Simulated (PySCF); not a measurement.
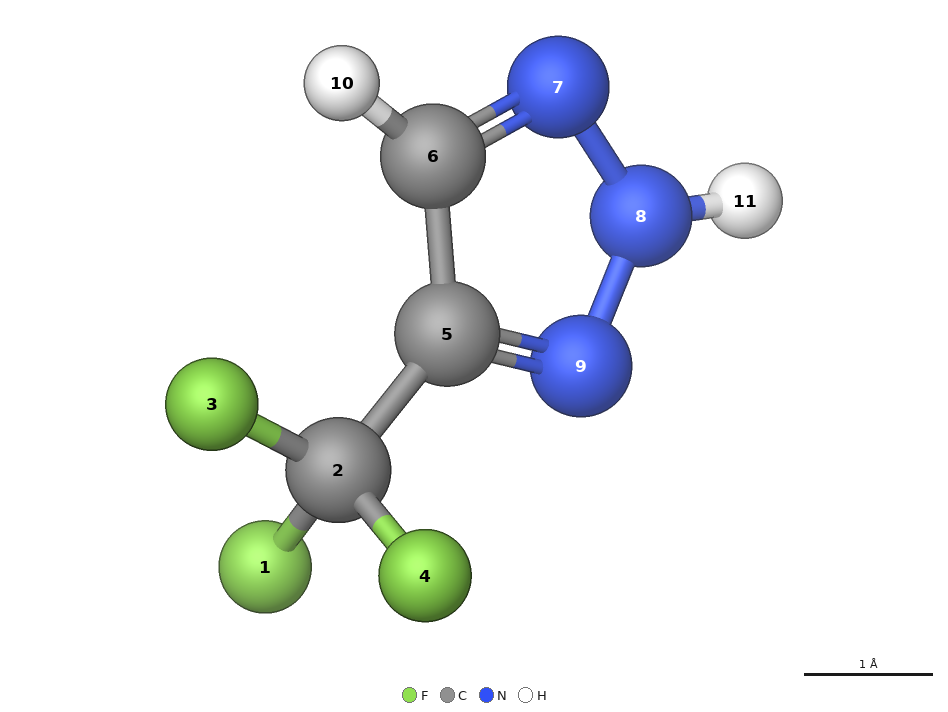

The view is orthographic, and the bar gives the scale. Computed geometry: GFN2-xTB optimisation. No frequency run is at hand to confirm it as a minimum.

Write Cartesian coordinates in Å in the frame of the picture: x to the right, y up, z towards the viewer, origin at the mean of the atomic positions.

```xyz
11
C3H2F3N3
F   -1.48  -1.98  -0.34
C   -0.90  -1.22   0.60
F   -1.90  -0.71   1.34
F   -0.22  -2.05   1.41
C   -0.05  -0.15   0.03
C   -0.16   1.24   0.17
N    0.82   1.79  -0.52
N    1.48   0.78  -1.04
N    1.00  -0.41  -0.74
H   -0.88   1.82   0.71
H    2.29   0.89  -1.62
```
